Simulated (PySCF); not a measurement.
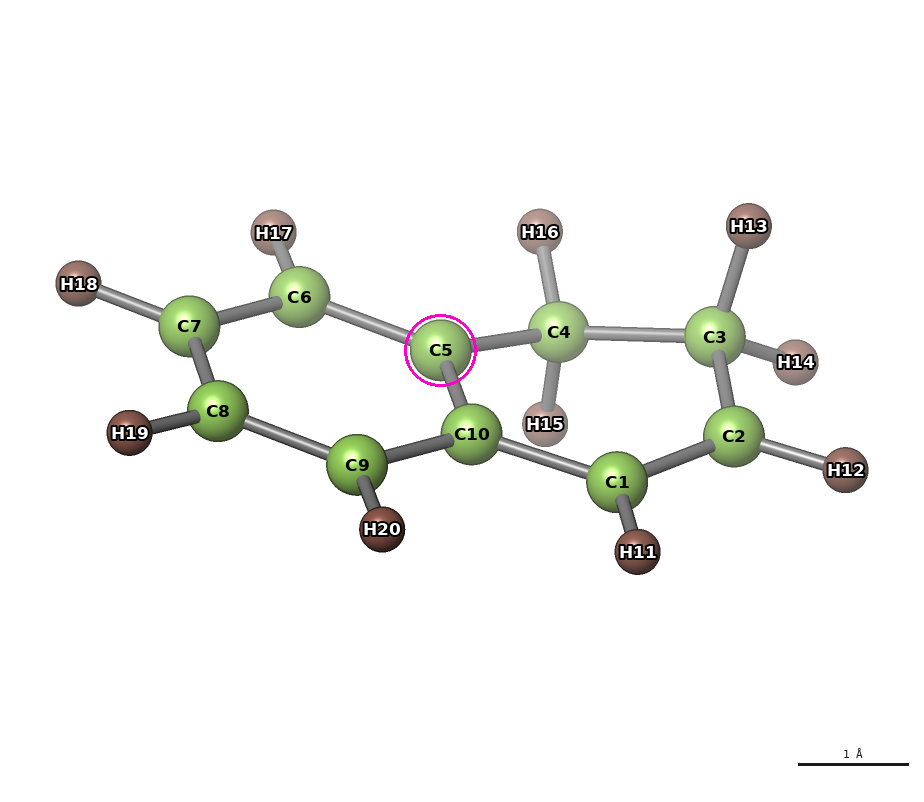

Orthographic view. Distant atoms are faded towards the background colour. The species has charge +1 and is a spin doublet. Computed geometry: PBE0-D3(BJ)/def2-SVP optimisation. No frequency run is at hand to confirm it as a minimum.

Name the neighbours of the circled atom.

Answer. The circled atom is C5; it is bonded to C4, C6, C10.

What is the shortest path along bonds from the circled atom to H20?

Answer. C5–C10–C9–H20, 3 bonds; through space the two are 3.47 Å apart.

Of C4 and C5, which is nearer the viewer?

Answer. C5; the bond to C4 points away from the viewer, so it looks shorter than its 1.49 Å.
